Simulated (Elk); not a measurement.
# Cr (Chromium): which magnetic order is lowest

A self-consistent run ends on one state, which hangs on the start. Several orders of Cr (Chromium) are started in Elk and their energies compared.

Main program and level: Elk 11.2.3 (patched build); PBE; all-electron APW+lo, Dirac cores, scalar-relativistic bands.

## 1. The starting structure

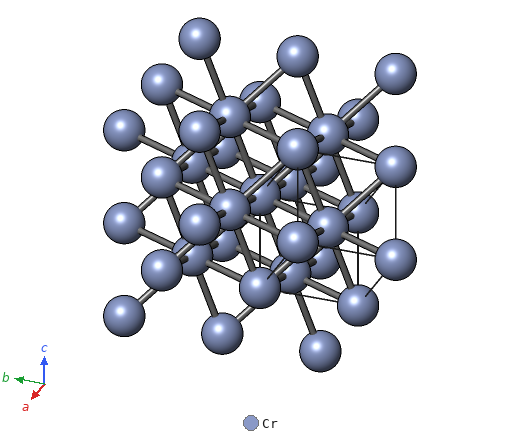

The starting structure, seen from a free direction (chromium light blue). 2×2×2 cells are drawn. This picture shows the conventional cell, with its axes. Some periodic images of atoms are drawn too.

## 2. Run 1 (ferro +)

Parallel moments need no larger cell; this start tests for a ferromagnetic state only.

Moments are seeded by fields in the spheres (the last three columns under atoms), set against the wanted direction and reduced each loop.

elk.in reads:

```
tasks
  0

xctype
  20

rgkmax
  7.0

nempty
  12

swidth
  0.001837

reducebf
  0.5

epsengy
  1e-05

maxscl
  100

lmaxi
  3

spinpol
  .true.

sppath
  './'

avec
  -2.72489058540 2.72489058540 2.72489058540
  2.72489058540 -2.72489058540 2.72489058540
  2.72489058540 2.72489058540 -2.72489058540

atoms
  1
  'Cr.in'
  1
  0.0000000000 0.0000000000 0.0000000000   0.000000 0.000000 -0.125000

ngridk
  16 16 16
```

Launch:

```
> OMP_NUM_THREADS=4 elk
```

Numbers of over 12 decimals in the logs are rounded to 6 here.

What it wrote:

```text
Info(gndstate): no moment of its own; a second start begins; STATE.OUT holds the state before
Info(gndstate): the second start gave no lower state; one of another order, or behind a
 stronger field, isn't excluded

--- INFO.OUT ---
┌─────────────────────────┐
│ Elk code version 11.2.3 │
└─────────────────────────┘

All units are atomic (Hartree, Bohr, etc.)

┌─────────────────────────────────────────────────┐
│ Ground-state run starting from atomic densities │
└─────────────────────────────────────────────────┘

Lattice vectors :
  -2.724890585       2.724890585       2.724890585
   2.724890585      -2.724890585       2.724890585
   2.724890585       2.724890585      -2.724890585

Reciprocal lattice vectors :
 -0.1214807325E-16   1.152924330       1.152924330
   1.152924330     -0.1214807325E-16   1.152924330
   1.152924330       1.152924330     -0.1214807325E-16

Unit cell volume      :    80.92956323
Brillouin zone volume :    3.065013619

Muffin-tin inner radius fraction :   0.1000000000E-01

Nuclei treated as point charges

Species : 1 (Cr)
 parameters loaded from : Cr.in
 name : chromium
 nuclear charge    :   -24.00000000
 electronic charge :    24.00000000
 atomic mass :    94783.09202
 muffin-tin radius :    2.334824469
 number of radial points in muffin-tin :    993
 inner part over the whole radius :   0.9938561239E-02
 number on inner part of muffin-tin    :    699
 approximate nuclear radius :   0.6987106690E-04
 number of mesh points to nuclear radius :    329
 atomic positions (lattice), magnetic fields (Cartesian) :
  1 :   0.00000000  0.00000000  0.00000000    0.00000000  0.00000000 -0.12500000

Total number of atoms per unit cell :    1
Total muffin-tin volume :    53.31523377
 ratio of muffin-tin to unit cell volume :   0.6587856359

Spin treatment :
 spin-polarised
 global magnetic field (Cartesian) :    0.000000000       0.000000000       0.000000000
 collinear magnetisation in z-direction

Number of Bravais lattice symmetries :   48
Number of crystal symmetries         :   48
Crystal has inversion symmetry
Real symmetric eigensolver will be used

k-point grid :     16    16    16
k-point offset :    0.000000000       0.000000000       0.000000000
k-point set is reduced with full crystal symmetry group
Total number of k-points :      145

Muffin-tin radius times maximum |G+k| :    7.000000000
 using average radius
Maximum |G+k| for APW functions       :    2.998084049
Maximum (1/2)|G+k|²                   :    4.494253983
Maximum |G| for potential and density :    12.00000000
Constant for pseudocharge density :    7
 order of it for each species :   14
 order of it for pair densities of each species (exact exchange by exxq0 0: 14) :   10
Radial integration step length :    1

G-vector grid sizes :     20    20    20
Number of G-vectors :     2347

Maximum angular momentum used for
 APW functions            :    8
 outer part of muffin-tin :    6
 inner part of muffin-tin :    3

Total nuclear charge    :   -24.00000000
Total core charge       :    10.00000000
Total valence charge    :    14.00000000
Total excess charge     :    0.000000000
Total electronic charge :    24.00000000

Effective Wigner radius, rₛ :   0.9302559329

Number of empty states         :     12
Total number of valence states :     40
Total number of core states    :     10

Third-order local-orbitals added for an l without core states : T
Total number of local-orbitals :     23

Exchange-correlation functional :     20     0     0
 Perdew-Burke-Ernzerhof, Phys. Rev. Lett. 77, 3865 (1996)
 gradient requirement :    1
 generalised gradient approximation (GGA)

Smearing type :    3
 Fermi-Dirac
Smearing width :   0.1837000000E-02
Effective electronic temperature (K) :    580.0787206

Mixing type :    3
 Broyden mixing, J. Phys. A: Math. Gen. 17, L317 (1984)

Kohn-Sham potential initialised from atomic data

┌──────────────────────────────┐
│ Self-consistent loop started │
└──────────────────────────────┘

┌─────────────────┐
│ Loop number : 1 │
└─────────────────┘

Energies :
 Fermi                       :     0.326083
 sum of occupied eigenvalues :     -610.40908996689
 electron kinetic            :      1057.5302292185
 core electron kinetic       :      962.99378509081
 Coulomb                     :     -2060.1914361850
 Coulomb potential           :     -1612.7189710593
 nuclear-nuclear             :     -192.31950798766
 electron-nuclear            :     -2130.7830497508
 Hartree                     :      262.91112155346
 Madelung                    :     -1253.8319506554
 xc potential                :     -55.193743273691
 xc effective B-field        :    -0.77989294124334E-02
 external B-field            :      0.000000
 exchange                    :     -47.198980689281
 correlation                 :     -1.098057
 electron entropic           :    -0.33144385984783E-03
 total energy                :     -1050.9585760913
 (external B-field energy excluded from total)

Density of states at Fermi energy :    30.18650413
 (states/Hartree/unit cell)

Estimated indirect band gap :   0.1927811738E-03
 from k-point 87 to k-point 111
Estimated direct band gap   :   0.3116029831E-02
 at k-point 49

Charges :
 core                        :    10.00000000
 valence                     :    14.00000000
 interstitial                :    1.469960935
 muffin-tins (core leakage)
  species : 1 (Cr)
   atom 1                    :    22.53003907     ( -0.2218852444E-06)
 total in muffin-tins        :    22.53003907
 total calculated charge     :    24.00016151
 total charge                :    24.00000000
 error                       :   0.1615059905E-03

Moments :
 interstitial                :  -0.2618862624E-01
 muffin-tins
  species : 1 (Cr)
   atom 1                    :   0.5919281062
 total in muffin-tins        :   0.5919281062
 total moment                :   0.5657394799

┌─────────────────┐
│ Loop number : 2 │
└─────────────────┘

Energies :
 Fermi                       :     0.325185
 sum of occupied eigenvalues :     -610.47249032514
 electron kinetic            :      1057.3074701794
 core electron kinetic       :      962.85105963013
 Coulomb                     :     -2060.3290251077
 Coulomb potential           :     -1612.6749941452
 nuclear-nuclear             :     -192.31950798766
 electron-nuclear            :     -2131.1050579095
 Hartree                     :      263.09554078945
 Madelung                    :     -1253.9915280351
 xc potential                :     -55.088415889885
 xc effective B-field        :    -0.78197514999888E-02
 external B-field            :      0.000000
 exchange                    :     -47.211134267063
 correlation                 :     -1.097969
 electron entropic           :    -0.33483346202404E-03
 total energy                :     -1051.3309933409
 (external B-field energy excluded from total)

Density of states at Fermi energy :    30.54000333
 (states/Hartree/unit cell)

Estimated indirect band gap :   0.3579998829E-03
 from k-point 87 to k-point 111
Estimated direct band gap   :   0.3165229731E-02
 at k-point 49

Charges :
 core                        :    10.00000000
 valence                     :    14.00000000
 interstitial                :    1.463463343
 muffin-tins (core leakage)
  species : 1 (Cr)
   atom 1                    :    22.53653666     ( -0.2218855570E-06)
 total in muffin-tins        :    22.53653666
 total calculated charge     :    24.00016097
 total charge                :    24.00000000
 error                       :   0.1609689328E-03

Moments :
 interstitial                :  -0.2640794759E-01
 muffin-tins
  species : 1 (Cr)
   atom 1                    :   0.5924312093
 total in muffin-tins        :   0.5924312093
 total moment                :   0.5660232617

RMS change in Kohn-Sham potential (target) :    7.215161929     (  0.1000000000E-05)
Absolute change in total energy (target)   :   0.3724172496     (  0.1000000000E-04)

[... loops 3 to 34 left out ...]

┌──────────────────┐
│ Loop number : 35 │
└──────────────────┘

Energies :
 Fermi                       :     0.373004
 sum of occupied eigenvalues :     -610.55041588935
 electron kinetic            :      1062.8947429772
 core electron kinetic       :      962.74518716266
 Coulomb                     :     -2065.0002610734
 Coulomb potential           :     -1610.1809371846
 nuclear-nuclear             :     -192.31950798766
 electron-nuclear            :     -2143.0856487967
 Hartree                     :      270.40489571100
 Madelung                    :     -1259.9097924811
 xc potential                :     -63.264221681868
 xc effective B-field        :    -0.36107285098141E-12
 external B-field            :      0.000000
 exchange                    :     -47.686366228212
 correlation                 :     -1.094686
 electron entropic           :    -0.19703107256151E-03
 total energy                :     -1050.8867672350
 (external B-field energy excluded from total)

Density of states at Fermi energy :    18.28625978
 (states/Hartree/unit cell)

Estimated indirect band gap :   0.6465400176E-03
 from k-point 83 to k-point 89
Estimated direct band gap   :   0.9838204889E-03
 at k-point 83

Charges :
 core                        :    10.00000000
 valence                     :    14.00000000
 interstitial                :    1.186763803
 muffin-tins (core leakage)
  species : 1 (Cr)
   atom 1                    :    22.81323620     ( -0.2218890511E-06)
 total in muffin-tins        :    22.81323620
 total calculated charge     :    24.00011022
 total charge                :    24.00000000
 error                       :   0.1102226676E-03

Moments :
 interstitial                :   0.1428558702E-05
 muffin-tins
  species : 1 (Cr)
   atom 1                    :   0.1084525704E-05
 total in muffin-tins        :   0.1084525704E-05
 total moment                :   0.2513084406E-05

RMS change in Kohn-Sham potential (target) :   0.9325312257E-07 (  0.1000000000E-05)
Absolute change in total energy (target)   :   0.6633855264E-05 (  0.1000000000E-04)

Convergence targets achieved

┌──────────────────┐
│ Loop number : 36 │
└──────────────────┘

Energies :
 Fermi                       :     0.373004
 sum of occupied eigenvalues :     -610.55041589404
 electron kinetic            :      1062.8947429959
 core electron kinetic       :      962.74518718377
 Coulomb                     :     -2065.0002610798
 Coulomb potential           :     -1610.1809371846
 nuclear-nuclear             :     -192.31950798766
 electron-nuclear            :     -2143.0856488098
 Hartree                     :      270.40489571763
 Madelung                    :     -1259.9097924875
 xc potential                :     -63.264221705328
 xc effective B-field        :    -0.35615175067689E-12
 external B-field            :      0.000000
 exchange                    :     -47.686366228655
 correlation                 :     -1.094686
 electron entropic           :    -0.19703107262030E-03
 total energy                :     -1050.8867672231
 (external B-field energy excluded from total)

Density of states at Fermi energy :    18.28625978
 (states/Hartree/unit cell)

Estimated indirect band gap :   0.6465416707E-03
 from k-point 83 to k-point 89
Estimated direct band gap   :   0.9838222250E-03
 at k-point 83

Charges :
 core                        :    10.00000000
 valence                     :    14.00000000
 interstitial                :    1.186763803
 muffin-tins (core leakage)
  species : 1 (Cr)
   atom 1                    :    22.81323620     ( -0.2218885147E-06)
 total in muffin-tins        :    22.81323620
 total calculated charge     :    24.00011022
 total charge                :    24.00000000
 error                       :   0.1102226672E-03

Moments :
 interstitial                :   0.1418510077E-05
 muffin-tins
  species : 1 (Cr)
   atom 1                    :   0.1074927286E-05
 total in muffin-tins        :   0.1074927286E-05
 total moment                :   0.2493437364E-05

┌──────────────────────────────┐
│ Self-consistent loop stopped │
└──────────────────────────────┘

Wrote STATE.OUT
```

It took 3.3 min on 4 threads of Intel Xeon at 2.70GHz, shared host; peak memory 0.14 GiB.

The moments died away, and this build then starts once more from a stronger push, within the same count of loops. That gave no lower state.

The spin moment in the muffin-tin sphere vanishes on all atoms.

This step gave:

| Quantity | Value |
| --- | --- |
| final state | non-magnetic |

After 36 cycles the seed has died away: no moment is left.

(Part 1 of 3 ends here.)

[Logs and program files are shortened in this print: banners, set-up blocks, solver, clock and traceback lines can be left out without a mark of their own.]

[Logs are printed without paths, hosts, clocks, repeated set-up lines and the standing remarks that a program may print on its own settings, such as how far it seeks lower states.]

[Hosts, paths, dates, database ids (printed as entryN), source tags and the programs' standing remarks are cut or masked in the printed files.]

[Where a cell is said to come from a database of computed structures, the database is the Materials Project.]
